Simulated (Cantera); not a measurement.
Feed: 1 mol CO2, 7.9 mol H2O, 0.1 mol H2, at 1898 K.

Method: chemical equilibrium by Gibbs-energy minimisation in Cantera with the NASA 1993 tables (ideal gas, pure condensed phases). Candidate condensed phases: C, C6H6, C7H8, C8H18, H2O; 110 gas species. The ideal-gas law is rough above about 30 bar. Equilibrium is a limit: real reactors are often held back by kinetics, nucleation or transport.

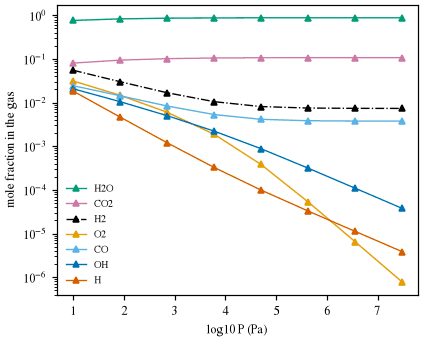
Fig. 1. Equilibrium gas composition (values under 1e-9 drawn at 1e-9)

From 10.0 Pa to 300 bar nothing is condensed. The main C-bearing gas is CO2 throughout.
